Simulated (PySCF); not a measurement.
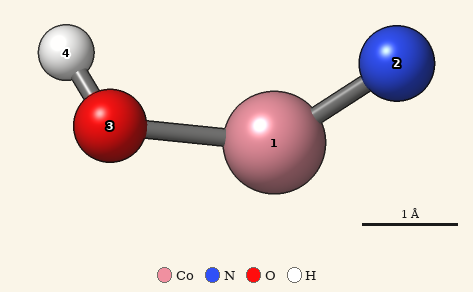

**Figure 1.** The structure (ball-and-stick view, seen on its broad side; atoms are numbered from 1 in the order of the input). Sticks mark near contacts.

## Run report: CoNOH, frequency calculation

System: CoNOH, multiplicity 4.
Method: UKS-based PBE0, Co def2-TZVP, N def2-TZVP, O def2-TZVP, H def2-TZVP; non-relativistic Hamiltonian; density fitting (PySCF 2.14.0).

The program's output:
```
init E= -1512.92292826163
  alpha nocc = 23  HOMO = -0.273255580107468  LUMO = -0.0773578550847556
  beta  nocc = 20  HOMO = -0.289558401538302  LUMO = -0.125253307414161
  HOMO = -0.273255580107  LUMO = -0.125253307414  gap/eV = 4.02735
cycle= 1 E= -1512.92292826159  delta_E= 3.91e-11  |g|= 7.37e-06  |ddm|= 6.02e-06
  alpha nocc = 23  HOMO = -0.273255096677241  LUMO = -0.0773595214147468
  beta  nocc = 20  HOMO = -0.289559461292688  LUMO = -0.125253701237047
  HOMO = -0.273255096677  LUMO = -0.125253701237  gap/eV = 4.02732
Extra cycle  E= -1512.92292826119  delta_E= 3.95e-10  |g|= 4.1e-05  |ddm|= 1.69e-05
converged SCF energy = -1512.92292826119  <S^2> = 3.9592924  2S+1 = 4.103312
```

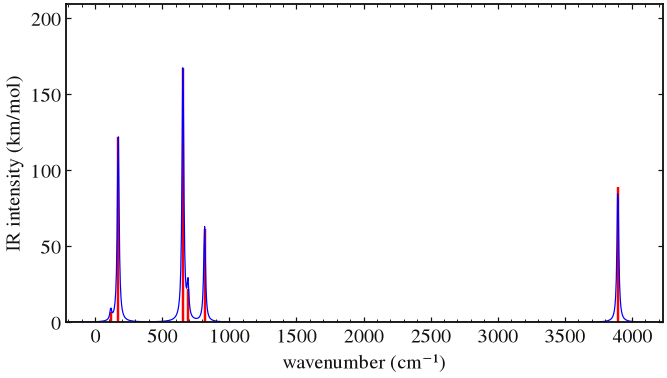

**Figure 2.** Harmonic infrared spectrum, unscaled: sticks (degenerate modes added up, dark ones marked on the axis) with a Lorentzian envelope of 16 cm⁻¹ full width, scaled to the tallest stick. 6 modes from 117 to 3895 cm⁻¹, none imaginary. The strongest line is at 654 cm⁻¹ (167 km/mol). All modes, in cm⁻¹ (km/mol): 117 (6.9), 172 (122), 654 (167), 692 (22), 816 (62), 3895 (89).

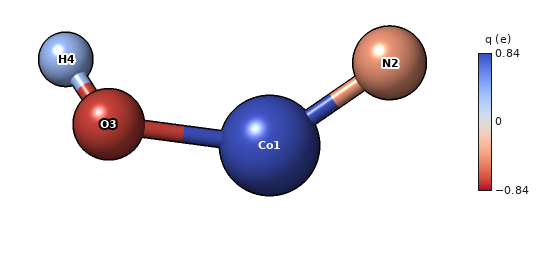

**Figure 3.** Mulliken charges, as the colour of each atom (ball-and-stick view, seen on its broad side; atoms are numbered from 1 in the order of the input; Mulliken charges depend strongly on the basis). By element: Co +0.80, N −0.42, O −0.71 and H +0.33 e.

This output came from the following input.

Input file:
```python
from pyscf import gto, scf, dft
mol = gto.M(atom='''
Co     0.084528    -0.016030    -0.230546
N      1.540052     0.020693     0.390472
O     -1.549799    -0.008283     0.432355
H     -1.846185     0.743283     0.949973''',
    basis={'Co': 'def2-TZVP', 'N': 'def2-TZVP', 'O': 'def2-TZVP', 'H': 'def2-TZVP'},
    charge=0, spin=3)
mf = dft.UKS(mol, xc='PBE0')
mf.grids.atom_grid = (75, 302)
aux = {'Co': 'def2-universal-JKFIT', 'N': 'def2-universal-JKFIT', 'O': 'def2-universal-JKFIT', 'H': 'def2-universal-JKFIT'}
mf = mf.density_fit(auxbasis=aux)
mf.conv_tol = 1e-09
mf.diis_space = 10
mf.max_cycle = 60
mf.verbose = 4
mf.kernel()
```

The script is an equivalent of the set-up of the self-consistent field. The run itself was carried out by a driver, which started from the orbitals of the step before it where there was one and computed the further properties.

Run as:
```bash
OMP_NUM_THREADS=4 python axn.py task.json out
```

Summary:

```json
{"quantity": "outcome", "value": "converged"}
{"quantity": "total energy", "value": "−1512.922928 hartree"}
{"quantity": "⟨S²⟩", "value": "3.959"}
{"quantity": "zero-point energy", "value": "0.014457 hartree"}
{"quantity": "dipole moment", "value": "1.99 D"}
{"quantity": "wavenumbers, lowest and highest", "value": "117 and 3895 cm⁻¹"}
{"quantity": "hardware", "value": "4 threads of Intel Xeon @ 2.50GHz (Skylake/Cascade Lake), 16 GiB of memory available, shared host"}
{"quantity": "wall time", "value": "2.8 min (CPU time 11 min)"}
{"quantity": "peak memory", "value": "1.2 GiB"}
```

Remarks:

Checks after the run noted: spin contamination.
